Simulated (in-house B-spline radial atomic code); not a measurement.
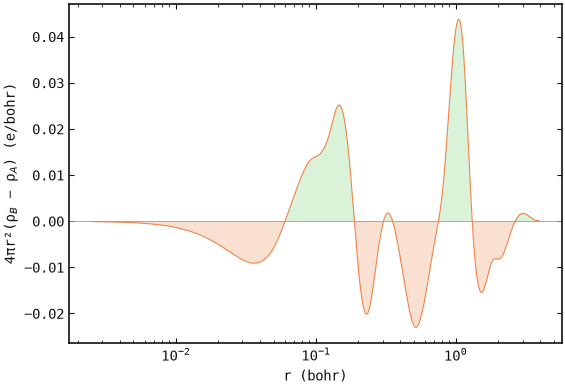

The oxygen ion O⁺ in [He] 2s2 2p3 (high spin) was computed by two methods: B97-1; M06-2X. Both runs are non-relativistic, spin-polarised and spherical. Computed with an in-house B-spline radial code.

The plot shows the radial density of run B less that of run A; on the logarithmic r axis, areas aren't charges.

A is M06-2X and B is B97-1.

### How do the two densities differ?

B holds 0.017 electrons more than A where the difference is positive (most at r = 1.1 bohr) and as many fewer where it is negative (most at r = 0.52 bohr), out of 7 electrons.
